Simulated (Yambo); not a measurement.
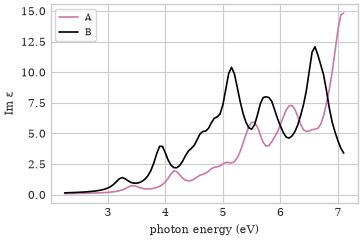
Fig. 1. Two computed absorption spectra of ZnS (zinc blende, space group F-43m, No. 216) (Yambo, PBEsol bands with the same scissor, field along x)

Task: Which curve includes the electron-hole attraction (BSE)?

Result: Curve B: the attraction moves weight to lower energy (centre of the plotted range 5.5 eV against 6.0 eV). Settings: 10×10×10 mesh, 3 valence and 1 conduction bands, static screening with 27 bands and a 4 Ry block, scissor 1.34 eV, Tamm-Dancoff. The scissor comes from a G0W0 run whose convergence isn't established. Broadening 0.15 eV. The band window holds all transitions up to 7.1 eV. On this mesh the peak heights and the fine structure are mesh artefacts; only the shift of weight is robust.

Geometry relaxed with PBEsol; primitive cell a = b = c = 3.787 Å, α = β = γ = 60.00°.
